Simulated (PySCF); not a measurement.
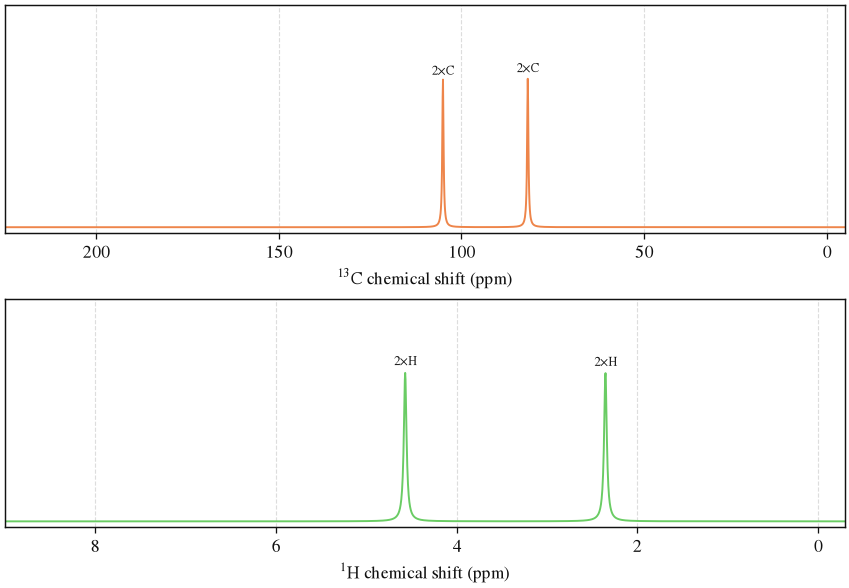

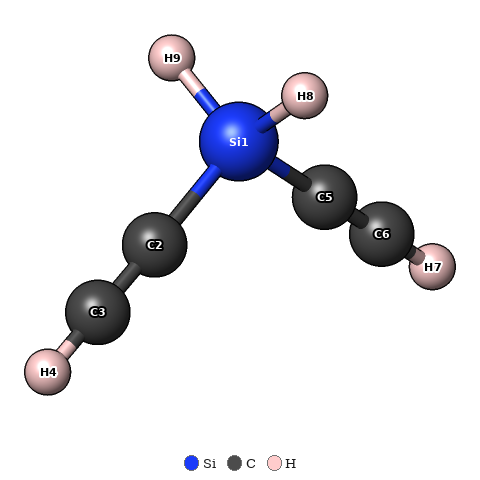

Spectrum and numbered structure of C₄H₄Si (Si(CCH)2H2), SMILES [H][Si]([H])(C#C)C#C. GIAO shifts, PBE0/pcSseg-1 with PySCF, at a PBE0-D3(BJ)/def2-SVP geometry (no frequency check), against TMS for ¹³C and TMS for ¹H computed at the same level. Gas phase, fully decoupled, line heights follow the number of nuclei, widths are arbitrary (no quadrupolar broadening); values of one conformer, averaged over methyl-type rotors and exact or near symmetry.

**Assign the ¹³C signals to the numbered atoms.**

```tsv
δ (ppm)	nuclei	atoms
105.1	2	C3, C6
81.9	2	C2, C5
```

**Which atoms give which ¹H line?**

```tsv
δ (ppm)	nuclei	atoms
4.57	2	H8, H9
2.35	2	H4, H7
```
